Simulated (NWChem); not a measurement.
# the pair SiNH2Cl···SiO: a chain of runs

Wanted: a single-point energy (singlet Si2NH2ClO, SVWN5/6-31G*), then the energy (singlet SiNH2Cl, SVWN5/6-31G*), then the energy (singlet SiO, SVWN5/6-31G*), then the energy (singlet SiNH2Cl, SVWN5/6-31G*), then a single-point energy (singlet SiO, SVWN5/6-31G*) of ClH2NOSi2 and its partners. 

The calculation is run with NWChem 7.3.0.

## (1) Starting point

The species is Si2NH2ClO (7 atoms), meant as a singlet with charge 0. The two molecules were placed rigidly side by side, at 0.9 times their contact distance; the pair isn't optimised.

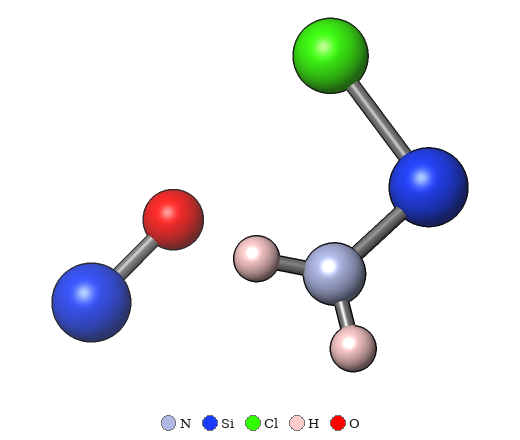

The structure, seen from a chosen angle (nitrogen light blue, silicon blue, chlorine green, hydrogen pink, oxygen red).

## (2) The energy at SVWN5/6-31G(d) (spherical functions) (run 1)

Contents of input.nw:

```
start input
memory total 2200 mb
charge 0
geometry units angstroms noautosym nocenter noautoz
   N    -0.158180    0.598140   -0.225620
   Si   -0.126180   -0.327060    1.200880
   Cl    0.639020   -2.109760    0.385580
   H    -0.483280    1.553340   -0.219120
   H     0.128620    0.285340   -1.141720
   O    -1.458720   -1.622220   -2.014120
   Si   -1.649020   -0.814390   -3.274060
end
basis spherical bse
   N library 6-31G*
   Si library 6-31G*
   Cl library 6-31G*
   H library 6-31G*
   O library 6-31G*
end
dft
   xc slater vwn_5
   mult 1
   grid fine
   convergence energy 1e-08
   maxiter 100
   mulliken
   print low
end
task dft energy
```

Run with:

```
nwchem input.nw > input.out
```

Log:

```text
[...]
 d= 0,ls=0.0,diis     1  -1165.3423523688 -1.45D+03  4.25D-02  1.93D+00     1.7
[...]
 d= 0,ls=0.0,diis    13  -1165.5751694099 -3.51D-09  2.59D-07  2.93D-10    14.9
         Total DFT energy =    -1165.575169409932
      One electron energy =    -2194.442503602588
           Coulomb energy =      820.998349597833
    Exchange-Corr. energy =      -81.472190334091
 Nuclear repulsion energy =      289.341174928913
[...]
      Total Density - Mulliken Population Analysis
     ---------------------------------------------
    Atom       Charge   Shell Charges
 -----------   ------   -------------------------------------------------------
    1 N    7     7.79   2.00  0.77  2.53  0.82  1.65  0.01
    2 Si  14    13.65   2.00  2.00  5.95  1.21  1.39  0.63  0.30  0.16
    3 Cl  17    17.27   2.00  2.00  5.97  1.41  3.61  0.55  1.72  0.01
    4 H    1     0.64   0.48  0.16
    5 H    1     0.65   0.48  0.17
    6 O    8     8.37   2.00  0.93  2.80  0.93  1.69  0.02
    7 Si  14    13.62   2.00  2.00  5.95  1.23  1.32  0.66  0.32  0.15
[...]
```

Wall time 16 s (1 thread of Intel Xeon Platinum 8488C (Sapphire Rapids), shared host); peak memory 0.12 GiB.

## (3) SiNH2Cl: a single-point energy at SVWN5/6-31G(d) (spherical functions) (run 2)

Contents of clh2nsi.nw:

```
start clh2nsi
memory stack 880 mb heap 220 mb global 1100 mb
geometry units angstroms noautosym nocenter noautoz
  N    -0.158180    0.598140   -0.225620
  Si   -0.126180   -0.327060    1.200880
  Cl    0.639020   -2.109760    0.385580
  H    -0.483280    1.553340   -0.219120
  H     0.128620    0.285340   -1.141720
end
basis spherical bse
  N library 6-31G*
  Si library 6-31G*
  Cl library 6-31G*
  H library 6-31G*
end
dft
  xc slater vwn_5
  mult 1
  grid fine
  convergence energy 1e-08
  maxiter 100
  mulliken
  print low
end
task dft energy
```

Run with:

```
nwchem clh2nsi.nw > clh2nsi.out
```

Log:

```text
[...]
 d= 0,ls=0.0,diis     1   -802.5076443582 -9.34D+02  2.33D-02  5.90D-01     0.7
[...]
 d= 0,ls=0.0,diis    11   -802.5609358911 -4.41D-09  6.70D-07  1.16D-09     4.7
         Total DFT energy =     -802.560935891073
      One electron energy =    -1373.918109256860
           Coulomb energy =      493.685001054600
    Exchange-Corr. energy =      -53.718156004925
 Nuclear repulsion energy =      131.390328316113
[...]
      Total Density - Mulliken Population Analysis
     ---------------------------------------------
    Atom       Charge   Shell Charges
 -----------   ------   -------------------------------------------------------
    1 N    7     7.80   2.00  0.77  2.53  0.82  1.66  0.01
    2 Si  14    13.65   2.00  2.00  5.95  1.22  1.39  0.64  0.29  0.16
    3 Cl  17    17.28   2.00  2.00  5.97  1.41  3.61  0.55  1.73  0.01
    4 H    1     0.64   0.48  0.16
    5 H    1     0.64   0.48  0.16
[...]
```

Run time: 5.4 s. Hardware: 1 thread of Intel Xeon Platinum 8488C (Sapphire Rapids), shared host; peak memory 0.11 GiB.

## (4) SiO: a single-point energy at SVWN5/6-31G(d) (spherical functions) (run 3)

Contents of input.nw:

```
start input
memory stack 880 mb heap 220 mb global 1100 mb
charge 0

geometry units au noautosym nocenter noautoz
O  -2.75658129 -3.06555151 -3.80613518
Si -3.11619617 -1.53897406 -6.18707672
end

basis spherical bse
* library 6-31G*
end

dft
xc slater vwn_5
mult 1
grid fine
convergence energy 1e-08
iterations 100
mulliken
print low
end

task dft energy
```

Run with:

```
nwchem input.nw > input.out
```

Log:

```text
[...]
 d= 0,ls=0.0,diis     1   -362.8397393471 -4.02D+02  9.98D-02  1.31D+00     0.2
[...]
 d= 0,ls=0.0,diis    10   -363.0127474842 -2.00D-10  3.52D-07  3.59D-10     1.2
         Total DFT energy =     -363.012747484169
      One electron energy =     -582.948794852722
           Coulomb energy =      208.405207793993
    Exchange-Corr. energy =      -27.752551070224
 Nuclear repulsion energy =       39.283390644783
[...]
      Total Density - Mulliken Population Analysis
     ---------------------------------------------
    Atom       Charge   Shell Charges
 -----------   ------   -------------------------------------------------------
    1 O    8     8.39   2.00  0.93  2.81  0.93  1.71  0.02
    2 Si  14    13.61   2.00  2.00  5.95  1.23  1.31  0.65  0.33  0.15
[...]
```

Run time: 1.7 s. Hardware: 1 thread of Intel Xeon Platinum 8488C (Sapphire Rapids), shared host; peak memory 0.11 GiB.

## (5) SiNH2Cl among ghost functions: a single-point energy at SVWN5/6-31G(d) (spherical functions, with ghost functions) (run 4)

Contents of calc.nw:

```
start calc
memory stack 880 mb heap 220 mb global 1100 mb
charge 0

geometry noautosym nocenter noautoz
  N       -0.158180       0.598140      -0.225620
  Si      -0.126180      -0.327060       1.200880
  Cl       0.639020      -2.109760       0.385580
  H       -0.483280       1.553340      -0.219120
  H        0.128620       0.285340      -1.141720
  bqO     -1.458720    -1.622220    -2.014120
  bqSi    -1.649020    -0.814390    -3.274060
end

basis "ao basis" spherical bse
  N library 6-31G*
  Si library 6-31G*
  Cl library 6-31G*
  H library 6-31G*
  bqO library O 6-31G*
  bqSi library Si 6-31G*
end

dft
  xc slater vwn_5
  mult 1
  grid fine
  convergence energy 1e-08
  iterations 100
  mulliken
  noprint "final vectors analysis"
end

task dft
```

Run with:

```
nwchem calc.nw > calc.out
```

Log:

```text
[...]
          Wavefunction type:  closed shell.
          No. of atoms     :     7
          No. of electrons :    40
[...]
          Charge           :     0
          Spin multiplicity:     1
[...]
          AO basis - number of functions:    86
[...]
              XC Information
              --------------
                        Slater Exchange Functional  1.000 local
                      VWN V Correlation Functional  1.000 local
[...]
 d= 0,ls=0.0,diis     1   -802.5087913642 -9.34D+02  1.46D-02  5.90D-01     1.6
[...]
 d= 0,ls=0.0,diis    11   -802.5621153606 -4.09D-09  4.20D-07  1.19D-09    12.0
         Total DFT energy =     -802.562115360590
      One electron energy =    -1373.876930348078
           Coulomb energy =      493.639315105612
    Exchange-Corr. energy =      -53.714828434237
 Nuclear repulsion energy =      131.390328316113
[...]
      Total Density - Mulliken Population Analysis
     ---------------------------------------------
    Atom       Charge   Shell Charges
 -----------   ------   -------------------------------------------------------
    1 N    7     7.80   2.00  0.77  2.53  0.83  1.66  0.01
    2 Si  14    13.64   2.00  2.00  5.95  1.22  1.39  0.64  0.29  0.16
    3 Cl  17    17.28   2.00  2.00  5.97  1.41  3.62  0.55  1.73  0.01
    4 H    1     0.64   0.48  0.16
    5 H    1     0.62   0.48  0.15
    6 X    0     0.00   0.00  0.00 -0.00 -0.00  0.00  0.00
    7 X    0     0.02  -0.00 -0.00  0.00 -0.00 -0.00  0.01  0.01  0.00
[...]
```

Run time: 13 s. Hardware: 1 thread of Intel Xeon Platinum 8488C (Sapphire Rapids), shared host; peak memory 0.12 GiB.

## (6) SiO among ghost functions: a single-point energy at SVWN5/6-31G(d) (spherical functions, with ghost functions) (run 5)

Contents of mymol.nw:

```
start mymol
memory 2200 mb
charge 0
geometry noautosym nocenter noautoz
  O    -1.458720   -1.622220   -2.014120
  Si   -1.649020   -0.814390   -3.274060
  bqN     -0.158180     0.598140    -0.225620
  bqSi    -0.126180    -0.327060     1.200880
  bqCl     0.639020    -2.109760     0.385580
  bqH     -0.483280     1.553340    -0.219120
  bqH      0.128620     0.285340    -1.141720
end
basis spherical bse
  O library 6-31G*
  Si library 6-31G*
  bqN library N 6-31G*
  bqSi library Si 6-31G*
  bqCl library Cl 6-31G*
  bqH library H 6-31G*
end
dft
  xc slater vwn_5
  grid fine
  convergence energy 1e-08
  maxiter 100
  mulliken
  print low
end
task dft energy
```

Run with:

```
nwchem mymol.nw > mymol.out
```

Log:

```text
[...]
 d= 0,ls=0.0,diis     1   -362.8429366046 -4.02D+02  3.73D-02  1.30D+00     1.3
[...]
 d= 0,ls=0.0,diis    10   -363.0148668565 -1.98D-09  1.83D-07  3.12D-10    10.0
         Total DFT energy =     -363.014866856543
      One electron energy =     -582.901257708958
           Coulomb energy =      208.350830661617
    Exchange-Corr. energy =      -27.747833315914
 Nuclear repulsion energy =       39.283393506712
[...]
      Total Density - Mulliken Population Analysis
     ---------------------------------------------
    Atom       Charge   Shell Charges
 -----------   ------   -------------------------------------------------------
    1 O    8     8.38   2.00  0.93  2.81  0.94  1.70  0.02
    2 Si  14    13.59   2.00  2.00  5.95  1.23  1.32  0.65  0.30  0.15
    3 X    0    -0.00   0.00  0.00 -0.00 -0.00  0.00  0.00
    4 X    0     0.01  -0.00 -0.00  0.00 -0.00 -0.00  0.01  0.01 -0.00
    5 X    0     0.01  -0.00 -0.00  0.00 -0.00 -0.00  0.00  0.00  0.00
    6 X    0    -0.00   0.00 -0.00
    7 X    0     0.01  -0.00  0.01
[...]
```

It took 11 s on 1 thread of Intel Xeon Platinum 8488C (Sapphire Rapids), shared host; peak memory 0.12 GiB.

## (7) What came out

```
                                                                                                                  quantity           value
                                                                                         run 1, SVWN5/6-31G*: total energy  -1165.57517 Eh
                                                                                                     SiNH2Cl: total energy   -802.56094 Eh
                                                                                                         SiO: total energy   -363.01275 Eh
                                                                               SiNH2Cl among ghost functions: total energy   -802.56212 Eh
                                                                              SiNH2Cl among ghost functions: dipole moment          3.20 D
                                                                                   SiO among ghost functions: total energy   -363.01487 Eh
              interaction energy of the rigid parts SiNH2Cl and SiO (parts in their own basis; closest atoms 2.63 Å apart)       -0.040 eV
interaction energy of the rigid parts SiNH2Cl and SiO (parts in the whole basis, counterpoise; closest atoms 2.63 Å apart)        0.049 eV
```

What this shows: The interaction energy of the rigid parts SiNH2Cl and SiO (parts in their own basis; closest atoms 2.63 Å apart) is −0.04 eV (−3.9 kJ/mol). Without counterpoise this holds the superposition error of the basis. The interaction energy of the rigid parts SiNH2Cl and SiO (parts in the whole basis, counterpoise; closest atoms 2.63 Å apart) is 0.05 eV (1.1 kcal/mol): the parts repel at this shape. The basis-set superposition error is 8.7 kJ/mol. It is larger than the uncorrected attraction, which is thus an artefact of the basis. Mulliken charges (run 1, SVWN5/6-31G*) run from -0.79 on N1 to +0.38 on Si7; they depend strongly on the basis. Mulliken charges (SiNH2Cl) run from -0.80 on N1 to +0.36 on H4.
